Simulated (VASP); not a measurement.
Band structure of CsBr (relaxed from the zinc blende structure, space group F-43m). These are r2SCAN meta-GGA, VASP's PBE PAW potentials (set 64) (plane waves; VASP) values and carry that method's errors.

Unless said otherwise, spin-orbit coupling is left out, though it shifts the bands of the heavy elements here.

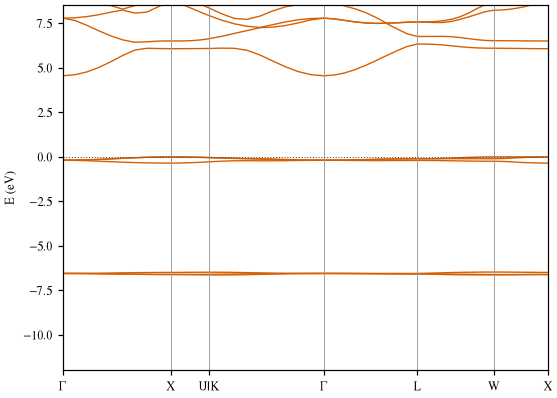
Figure. Bands along high-symmetry lines, zero at the valence-band maximum or, without a gap, the Fermi level

Read the plot: is there a gap, and where are the band edges?

The gap is indirect, 4.56 eV, from the valence maximum at W to the conduction minimum at Γ.

The structure was generated: CsBr was put into the zinc blende type (F-43m), which need not be its known phase. It was relaxed first, which changed the volume by -8 %.
